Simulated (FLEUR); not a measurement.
## Magnetic state of GaCo from several starts

Does GaCo prefer parallel or opposed moments?

Method: PBE; all-electron FLAPW, Dirac cores, scalar-relativistic bands, in FLEUR MaX-R8.1.

## 1. Starting point

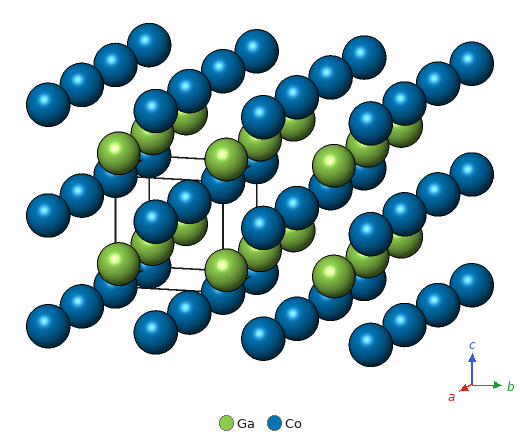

The cell as given, slightly off an axis (gallium green, cobalt blue). 3×3×2 cells are drawn. Some periodic images of atoms are drawn too.

Structure file:

```cif
data_structure
_symmetry_space_group_name_H-M 'Pm-3m'
_symmetry_Int_Tables_number 221
_cell_length_a 2.8780
_cell_length_b 2.8780
_cell_length_c 2.8780
_cell_angle_alpha 90.000
_cell_angle_beta 90.000
_cell_angle_gamma 90.000
_cell_volume 23.84
loop_
_atom_site_label
_atom_site_type_symbol
_atom_site_symmetry_multiplicity
_atom_site_Wyckoff_symbol
_atom_site_fract_x
_atom_site_fract_y
_atom_site_fract_z
_atom_site_occupancy
Ga1 Ga 1 b 0.50000 0.50000 0.50000 1
Co1 Co 1 a 0.00000 0.00000 0.00000 1
```

## 2. Start 1: ferro +

The parallel start comes first: it shows whether parallel moments hold.

inpgen writes inp.xml from crystal.txt; cutoffs, mixing, functional, smearing and local orbitals are then set in the file. The k list default-1 (kpts.xml, not shown) is a Γ-centred 10×10×10 mesh; where the ranks do not divide the number of points, some are split in two of half the weight.

inp.xml reads:

```
<?xml version="1.0" encoding="UTF-8" standalone="no"?>
<fleurInput fleurInputVersion="0.39">
   <comment>
      GaCo
   </comment>
   <calculationSetup>
      <cutoffs Kmax="3.6" Gmax="10.8" GmaxXC="10.8" numbands="0"/>
      <scfLoop itmax="90" minDistance="0.00002" maxIterBroyd="15" imix="Anderson" alpha="0.05" precondParam="0.0" spinf="2.0" sdNocoIR="T"/>
      <coreElectrons ctail="T" frcor="F" kcrel="0" coretail_lmax="0"/>
      <xcFunctional name="pbe" relativisticCorrections="F"/>
      <magnetism jspins="2"/>
      <soc l_soc="F" theta="0.0" phi="0.0" spav="F"/>
      <expertModes spex="0" secvar="F"/>
      <geometryOptimization l_f="F" forcealpha="1.0" forcemix="BFGS" epsdisp="0.00001" epsforce="0.00001"/>
      <ldaU l_linMix="F" mixParam="0.05" spinf="1.0"/>
   </calculationSetup>
   <cell>
      <bzIntegration valenceElectrons="30.0" mode="hist" fermiSmearingEnergy="0.00110248">
         <kPointListSelection listName="default-1"/>
         <xi:include xmlns:xi="http://www.w3.org/2001/XInclude" href="kpts.xml"> </xi:include>
      </bzIntegration>
      <xi:include xmlns:xi="http://www.w3.org/2001/XInclude" href="sym.xml"> </xi:include>
      <bulkLattice scale="1.0">
         <bravaisMatrix>
            <row-1>    5.4386317865988003     0.0000000000000000     0.0000000000000000</row-1>
            <row-2>    0.0000000000000000     5.4386317865988003     0.0000000000000000</row-2>
            <row-3>    0.0000000000000000     0.0000000000000000     5.4386317865988003</row-3>
         </bravaisMatrix>
      </bulkLattice>
   </cell>
   <atomSpecies>
      <species name="Gallium (Ga)" element="Ga" atomicNumber="31">
         <mtSphere radius="2.3" gridPoints="761" logIncrement="0.016"/>
         <atomicCutoffs lmax="8" lnonsphr="6"/>
         <electronConfig flipSpins="F">
            <coreConfig>(1s1/2) (2s1/2) (2p1/2) (2p3/2) (3s1/2) (3p1/2) (3p3/2)</coreConfig>
            <valenceConfig>(4s1/2) (3d3/2) (3d5/2) (4p1/2) (4p3/2)</valenceConfig>
            <stateOccupation state="(4p1/2)" spinUp="0.166667" spinDown="0.166667"/>
            <stateOccupation state="(4p3/2)" spinUp="0.333333" spinDown="0.333333"/>
         </electronConfig>
         <energyParameters s="4" p="4" d="3" f="4"/>
      </species>
      <species name="Cobalt (Co2.000" element="Co" atomicNumber="27">
         <mtSphere radius="2.3" gridPoints="761" logIncrement="0.016"/>
         <atomicCutoffs lmax="8" lnonsphr="6"/>
         <electronConfig flipSpins="F">
            <coreConfig>(1s1/2) (2s1/2) (2p1/2) (2p3/2)</coreConfig>
            <valenceConfig>(3s1/2) (3p1/2) (3p3/2) (4s1/2) (3d3/2) (3d5/2)</valenceConfig>
            <stateOccupation state="(3d3/2)" spinUp="1.5" spinDown="1.3"/>
            <stateOccupation state="(3d5/2)" spinUp="3.0" spinDown="1.2"/>
         </electronConfig>
         <energyParameters s="4" p="4" d="3" f="4"/>
         <lo type="SCLO" l="0" n="3" eDeriv="0"/>
         <lo type="SCLO" l="1" n="3" eDeriv="0"/>
      </species>
   </atomSpecies>
   <atomGroups>
      <atomGroup species="Gallium (Ga)">
         <relPos label="                   1">1.000/2.000 1.000/2.000 1.000/2.000</relPos>
         <force calculate="T" relaxXYZ="TTT"/>
      </atomGroup>
      <atomGroup species="Cobalt (Co2.000">
         <relPos label="                   2">.0000000000 .0000000000 .0000000000</relPos>
         <force calculate="T" relaxXYZ="TTT"/>
      </atomGroup>
   </atomGroups>
   <output dos="F" band="F" slice="F">
      <bandDOS minEnergy="-.5*Htr" maxEnergy="0.5*Htr" sigma="0.015" storeEVData="T"/>
      <plotting iplot="0" polar="F">
         <plot TwoD="T" vec1="  1.0  0.0  0.0" vec2="  0.0  1.0  0.0" vec3="  0.0  0.0  1.0" zero="  0.0  0.0  0.0" file="plot"/>
      </plotting>
      <moessbauerParams electricFieldGradient="F" isomerShift="F" coreHyperfine="F" valenceHyperfine="F"/>
   </output>
</fleurInput>
```

crystal.txt reads:

```
GaCo
&input film=F cartesian=F /
2.87800000000  0.00000000000  0.00000000000
0.00000000000  2.87800000000  0.00000000000
0.00000000000  0.00000000000  2.87800000000
1.8897261246
1.0 1.0 1.0

2
31 0.50000000000  0.50000000000  0.50000000000
27 0.00000000000  0.00000000000  0.00000000000 : 2.000

&kpt div1=10 div2=10 div3=10 gamma=T /
```

Launch:

```console
OMP_NUM_THREADS=1 inpgen -f crystal.txt > inpgen.log  # inp.xml is then edited as shown
OMP_NUM_THREADS=1 mpirun -n 8 fleur_MPI > fleur.log
```

The log of the run:

```text
Welcome to FLEUR        (www.flapw.de)
      MaX-Release 8.1          (www.max-centre.eu)

 ========== k-point set info ==========
 Selected k-point list: default-1
 k-point list type: mesh
 10 x 10 x 10
 Number of k points: 56

 ------------Calculation Setup---------------------------
 Number of MPI-tasks      :            8
 Number of PE/node        :            8
 Number of OMP-threads    :            1
 k-points in parallel     :            8
 pe's per k-point         :            1
 No of k-point loops      :            7
 Eigenvalue solver        :       lapack
 Number of basis functions:          151
 Approximate size of matrices (H+S) per k-point:         0.000 GB
 --------------------------------------------------------
 Iteration:     1   Distance:      27.41787253 me/bohr^3
 Iteration:     2   Distance:      24.68556829 me/bohr^3
 Iteration:     3   Distance:      20.06058714 me/bohr^3
 Iteration:     4   Distance:      25.22188868 me/bohr^3
 Iteration:     5   Distance:      13.67157065 me/bohr^3
 Iteration:     6   Distance:       9.30969297 me/bohr^3
 Iteration:     7   Distance:       9.15320261 me/bohr^3
 Iteration:     8   Distance:       4.51955430 me/bohr^3
 Iteration:     9   Distance:       5.52181866 me/bohr^3
 Iteration:    10   Distance:       3.85262788 me/bohr^3
[... 21 iterations left out ...]
 Iteration:    32   Distance:       0.02518621 me/bohr^3
 Iteration:    33   Distance:       0.00876885 me/bohr^3
 Iteration:    34   Distance:       0.00961766 me/bohr^3
 Iteration:    35   Distance:       0.01905540 me/bohr^3
 Iteration:    36   Distance:       0.00788965 me/bohr^3
 Iteration:    37   Distance:       0.00773411 me/bohr^3
 Iteration:    38   Distance:       0.00143468 me/bohr^3
 Iteration:    39   Distance:       0.00049432 me/bohr^3
 Iteration:    40   Distance:       0.00020000 me/bohr^3
 Iteration:    41   Distance:       0.00000997 me/bohr^3

 ********************************************************************
 Run finished successfully
 Stop message:
   all done
 ********************************************************************

--- out.xml (last complete iteration) ---
<iteration numberForCurrentRun="   41" overallNumber="   41">
         <energyParameters units="Htr">
            <atomicEP atomType="1" spin="1" branch="4s" branchLowest="-4.91" branchHighest="1.14" value="0.0915333693"/>
            <atomicEP atomType="1" spin="1" branch="4p" branchLowest="-3.10" branchHighest="1.78" value="0.2775424021"/>
            <atomicEP atomType="1" spin="1" branch="3d" branchLowest="-9.99" branchHighest="-0.14" value="-0.1716801157"/>
            <atomicEP atomType="1" spin="1" branch="4f" branchLowest="-9.99" branchHighest="3.53" value="0.6239058067"/>
            <atomicEP atomType="2" spin="1" branch="4s" branchLowest="-3.09" branchHighest="1.80" value="0.2059789215"/>
            <atomicEP atomType="2" spin="1" branch="4p" branchLowest="-1.74" branchHighest="2.38" value="0.3400787291"/>
            <atomicEP atomType="2" spin="1" branch="3d" branchLowest="-9.99" branchHighest="0.45" value="0.3183835428"/>
            <atomicEP atomType="2" spin="1" branch="4f" branchLowest="-9.99" branchHighest="3.60" value="0.6551057373"/>
            <loAtomicEP atomType="2" spin="1" branch="3s" branchLowest="-32.37" branchHighest="-3.09" value="-3.0989413871"/>
            <loAtomicEP atomType="2" spin="1" branch="3p" branchLowest="-27.62" branchHighest="-1.74" value="-1.7516534747"/>
            <atomicEP atomType="1" spin="2" branch="4s" branchLowest="-4.91" branchHighest="1.14" value="0.0915333675"/>
            <atomicEP atomType="1" spin="2" branch="4p" branchLowest="-3.10" branchHighest="1.78" value="0.2775423980"/>
            <atomicEP atomType="1" spin="2" branch="3d" branchLowest="-9.99" branchHighest="-0.14" value="-0.1716801158"/>
            <atomicEP atomType="1" spin="2" branch="4f" branchLowest="-9.99" branchHighest="3.53" value="0.6239058006"/>
            <atomicEP atomType="2" spin="2" branch="4s" branchLowest="-3.09" branchHighest="1.80" value="0.2059788706"/>
            <atomicEP atomType="2" spin="2" branch="4p" branchLowest="-1.74" branchHighest="2.38" value="0.3400786719"/>
            <atomicEP atomType="2" spin="2" branch="3d" branchLowest="-9.99" branchHighest="0.45" value="0.3183835227"/>
            <atomicEP atomType="2" spin="2" branch="4f" branchLowest="-9.99" branchHighest="3.60" value="0.6551056753"/>
            <loAtomicEP atomType="2" spin="2" branch="3s" branchLowest="-32.37" branchHighest="-3.09" value="-3.0989413980"/>
            <loAtomicEP atomType="2" spin="2" branch="3p" branchLowest="-27.62" branchHighest="-1.74" value="-1.7516534857"/>
         </energyParameters>
         <bandgap value="0.0000004924" units="eV"/>
         <sumValenceSingleParticleEnergies value="-15.2875124511" units="Htr"/>
         <FermiEnergy value="0.3816067695" units="Htr"/>
         <valenceDensity>
            <mtCharges spin="1">
               <mtCharge atomType="1" total="5.8150298" s="0.3981355" p="0.4175479" d="4.9801203" f="0.0154670"/>
               <mtCharge atomType="2" total="8.0825231" s="1.1715491" p="3.1873703" d="3.7134258" f="0.0081443"/>
            </mtCharges>
            <mtCharges spin="2">
               <mtCharge atomType="1" total="5.8150298" s="0.3981355" p="0.4175479" d="4.9801203" f="0.0154670"/>
               <mtCharge atomType="2" total="8.0825233" s="1.1715492" p="3.1873703" d="3.7134260" f="0.0081443"/>
            </mtCharges>
            <spinDependentCharge spin="1" total="14.9999999" interstitial="1.1024470" mtSpheres="13.8975529"/>
            <spinDependentCharge spin="2" total="15.0000001" interstitial="1.1024470" mtSpheres="13.8975531"/>
            <totalCharge value="30.0000000000"/>
         </valenceDensity>
         <coreStates atomType="     1" atomicNumber=" 31" spin="1" kinEnergy="    924.1664801199" eigValSum="   -554.9235626542" lostElectrons=" 0.000643">
            <state n="1" l="0" j="0.5" energy="-375.3095981133" weight="1.0000000000"/>
            <state n="2" l="0" j="0.5" energy="-45.8462291204" weight="1.0000000000"/>
            <state n="2" l="1" j="0.5" energy="-40.5226150678" weight="1.0000000000"/>
            <state n="2" l="1" j="1.5" energy="-39.5063755626" weight="2.0000000000"/>
            <state n="3" l="0" j="0.5" energy="-4.9150221329" weight="1.0000000000"/>
            <state n="3" l="1" j="0.5" energy="-3.1946614482" weight="1.0000000000"/>
            <state n="3" l="1" j="1.5" energy="-3.0613428232" weight="2.0000000000"/>
         </coreStates>
         <coreStates atomType="     1" atomicNumber=" 31" spin="2" kinEnergy="    924.1664801326" eigValSum="   -554.9235626580" lostElectrons=" 0.000643">
            <state n="1" l="0" j="0.5" energy="-375.3095981132" weight="1.0000000000"/>
            <state n="2" l="0" j="0.5" energy="-45.8462291210" weight="1.0000000000"/>
            <state n="2" l="1" j="0.5" energy="-40.5226150682" weight="1.0000000000"/>
            <state n="2" l="1" j="1.5" energy="-39.5063755630" weight="2.0000000000"/>
            <state n="3" l="0" j="0.5" energy="-4.9150221335" weight="1.0000000000"/>
            <state n="3" l="1" j="0.5" energy="-3.1946614487" weight="1.0000000000"/>
            <state n="3" l="1" j="1.5" energy="-3.0613428237" weight="2.0000000000"/>
         </coreStates>
         <coreStates atomType="     2" atomicNumber=" 27" spin="1" kinEnergy="    624.9547635746" eigValSum="   -393.5661081132" lostElectrons=" 0.000000">
            <state n="1" l="0" j="0.5" energy="-278.3244873239" weight="1.0000000000"/>
            <state n="2" l="0" j="0.5" energy="-32.3651035333" weight="1.0000000000"/>
            <state n="2" l="1" j="0.5" energy="-27.9887383854" weight="1.0000000000"/>
            <state n="2" l="1" j="1.5" energy="-27.4438894353" weight="2.0000000000"/>
         </coreStates>
         <coreStates atomType="     2" atomicNumber=" 27" spin="2" kinEnergy="    624.9547635257" eigValSum="   -393.5661081274" lostElectrons=" 0.000000">
            <state n="1" l="0" j="0.5" energy="-278.3244873236" weight="1.0000000000"/>
            <state n="2" l="0" j="0.5" energy="-32.3651035379" weight="1.0000000000"/>
            <state n="2" l="1" j="0.5" energy="-27.9887383886" weight="1.0000000000"/>
            <state n="2" l="1" j="1.5" energy="-27.4438894387" weight="2.0000000000"/>
         </coreStates>
         <allElectronCharges>
            <spinDependentCharge spin="1" total="28.9999999" interstitial="1.1030444" mtSpheres="27.8969555"/>
            <spinDependentCharge spin="2" total="29.0000001" interstitial="1.1030444" mtSpheres="27.8969557"/>
            <totalCharge value="57.9999999870"/>
         </allElectronCharges>
         <magneticMomentsInMTSpheres units="muBohr">
            <globalMagMoment atomType="1" vec="0.00000   0.00000   0.00000"/>
            <localMagMoment atomType="1" vec="0.00000   0.00000   0.00000"/>
            <globalMagMoment atomType="2" vec="0.00000   0.00000   0.00000"/>
            <localMagMoment atomType="2" vec="0.00000   0.00000   0.00000"/>
         </magneticMomentsInMTSpheres>
         <moessbauerParams unitsHFF="kG" unitsIS="e/bohr^3" unitsEFG="Htr/bohr^2">
         </moessbauerParams>
         <totalEnergy value="    -3337.6106308616" units="Htr">
            <sumOfEigenvalues value="    -1912.2668540040">
               <coreElectrons value="-1896.9793415529"/>
               <valenceElectrons value="-15.2875124511"/>
            </sumOfEigenvalues>
            <densityCoulombPotentialIntegral value="-5132.9098643495"/>
            <densityEffectivePotentialIntegral value="-5308.9797681772"/>
            <chargeDenXCDenIntegral value="-135.4791906215"/>
            <FockExchangeEnergyValence value="0.0000000000"/>
            <FockExchangeEnergyCore value="0.0000000000"/>
            <atomTypeDependentContributions atomType="1">
               <electronNucleiInteractionDifferentMTs value="2339.5446204276"/>
               <MadelungTerm value="-13.8973508930"/>
            </atomTypeDependentContributions>
            <atomTypeDependentContributions atomType="2">
               <electronNucleiInteractionDifferentMTs value="1669.5500316229"/>
               <MadelungTerm value="-9.3974192950"/>
            </atomTypeDependentContributions>
            <tkbTimesEntropy value="0.0001307653"/>
            <freeEnergy value="-3337.6107616269"/>
            <extrapolationTo0K value="-3337.6106962442"/>
         </totalEnergy>
         <densityConvergence units="me/bohr^3">
            <chargeDensity spin="1" distance="0.0000043886"/>
            <chargeDensity spin="2" distance="0.0000057438"/>
            <overallChargeDensity distance="0.0000099682"/>
            <spinDensity distance="0.0000022668"/>
         </densityConvergence>
      </iteration>
```

It took 12 s on 8 MPI ranks of Arm Neoverse V2, shared host; peak memory 0.34 GiB.

The spin moment in the muffin-tin sphere vanishes on all atoms.

Read from the output:

| Property | Result |
| --- | --- |
| free energy | -90821.0156 eV |
| program's band gap on this mesh (in a metal only a level spacing) | 4.92e-7 eV |
| final state | non-magnetic |

After 41 cycles the seed has died away: no moment is left.

[end of part 1 of 3]

[Logs and program files are shortened in this print: banners, set-up blocks, solver, clock and traceback lines can be left out without a mark of their own.]

[Logs are printed without paths, hosts, clocks, repeated set-up lines and the standing remarks that a program may print on its own settings, such as how far it seeks lower states.]

[Hosts, paths, dates, database ids (printed as entryN), source tags and the programs' standing remarks are cut or masked in the printed files.]

[Where a cell is said to come from a database of computed structures, the database is the Materials Project.]
